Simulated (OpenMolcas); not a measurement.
## GeH2O2 (SMILES [OH][Ge][OH]): methods side by side

GeH2O2: 5 atoms, total charge 0, spin state singlet. SMILES: `[OH][Ge][OH]`. The coordinates come from a PBE0-D4/def2-TZVP relaxation. This is one conformer, not always the lowest.

```xyz
5

O    -1.3410   -0.0995   -0.3774
Ge   -0.3164   -0.8958    0.8553
O     1.2819   -0.1423    0.5702
H    -0.9409    0.5508   -0.9615
H     1.3664    0.5132   -0.1279
```

Each level gives the dipole moment (D). The values are calculated.

| level | kind | program | value (D) | CPU time |
| --- | --- | --- | --- | --- |
| HF/def2-SVPD | Hartree–Fock | OpenMolcas | 1.55 | 14 s |
| SVWN5/def2-SVPD | LDA | OpenMolcas | 1.53 | 27 s |
| BLYP/def2-SVPD | GGA | OpenMolcas | 1.35 | 34 s |
| PBE/def2-SVPD | GGA | OpenMolcas | 1.46 | 33 s |
| TPSS/def2-SVPD | meta-GGA | OpenMolcas | 1.50 | 45 s |
| r2SCAN/def2-SVPD | meta-GGA | OpenMolcas | 1.56 | 41 s |
| M06-2X/def2-SVPD | hybrid meta-GGA | OpenMolcas | 1.54 | 38 s |
| PBE0/def2-SVPD | global hybrid | OpenMolcas | 1.46 | 30 s |

All-electron rows without a relativistic Hamiltonian named are non-relativistic. The values span 1.35 to 1.56 D. Magnitudes only. CPU times are rough (shared hosts, several kinds of processor): they show what a rung costs within a factor of a few.

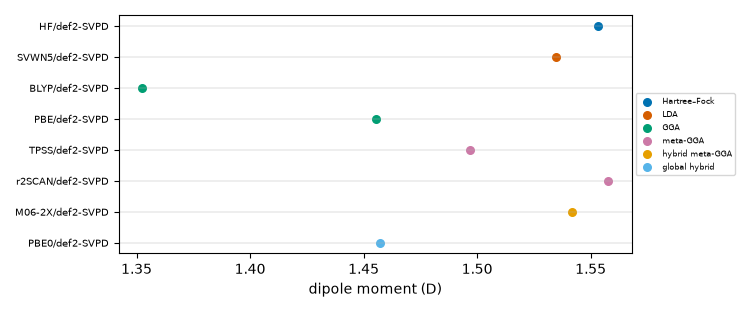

The values of the table, level by level.
